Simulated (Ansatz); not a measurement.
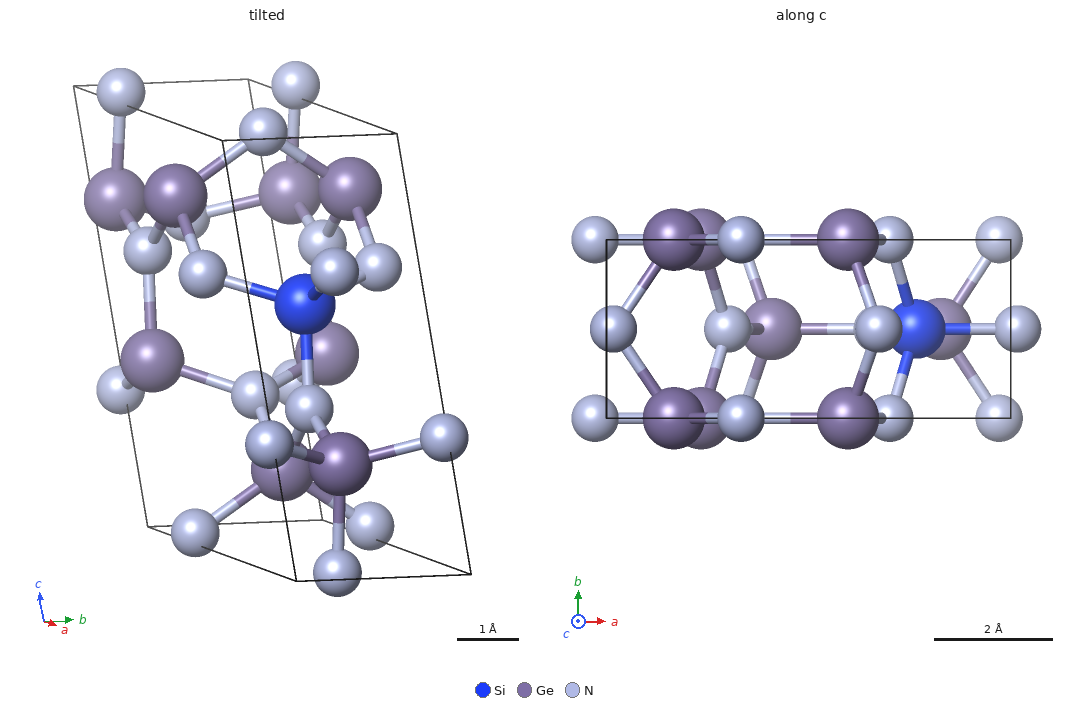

Ball-and-stick representation of a periodic structure, projected slightly off an axis and along the c axis. Atoms at the boundary of the conventional unit cell (the box) are drawn once for each face, edge or corner they touch.

SiGe$_{5}$N$_{8}$, space group Pm (No. 6), a = 7.962 Å, b = 3.050 Å, c = 7.973 Å, α = 90.00°, β = 119.89°, γ = 90.00°. The cell started as a structure type filled with these elements by a generator (whether the compound takes this form wasn't checked). Earlier steps of the study may have refined or changed the cell and positions. A calculation with Ansatz used it as input.

This one geometry was computed with Ansatz (DFT, plane waves, PAW) at five levels of theory: PBE, PBE with spin-orbit coupling, HSE06, r2SCAN and PBE0. It was relaxed beforehand with r2SCAN.

Question: Which level gives the highest pressure at this volume, and what does that say about its equilibrium volume?

Answer: Highest: PBE (6.3 GPa) and PBE with spin-orbit coupling (6.3 GPa), which points to the largest equilibrium volume. Lowest, with the smallest volume: HSE06 (-0.6 GPa) and PBE0 (-0.8 GPa). Levels within 0.5 GPa of each other can't be told apart.

Question: How does the band gap change with the level of theory?

Answer: PBE: a gap of 2.58 eV, direct; PBE with spin-orbit coupling: a gap of 2.58 eV, direct; r2SCAN: a gap of 3.07 eV, direct; HSE06: a gap of 4.10 eV, direct; PBE0: a gap of 4.84 eV, direct.

Question: Collect the results in a table.

Answer:
| level | cutoff (eV) | k-mesh of the run's cell | gap (eV) | pressure (GPa) |
| --- | --- | --- | --- | --- |
| PBE | 420 | 4×8×4 | 2.58 | 6.3 |
| PBE with spin-orbit coupling | 420 | 4×8×4 | 2.58 | 6.3 |
| HSE06 | 420 | 2×6×2 | 4.10 | -0.6 |
| r2SCAN | 500 | 4×8×4 | 3.07 | 0.0 |
| PBE0 | 420 | 2×6×2 | 4.84 | -0.8 |

Gaps are taken on the k-mesh or band path of each run.
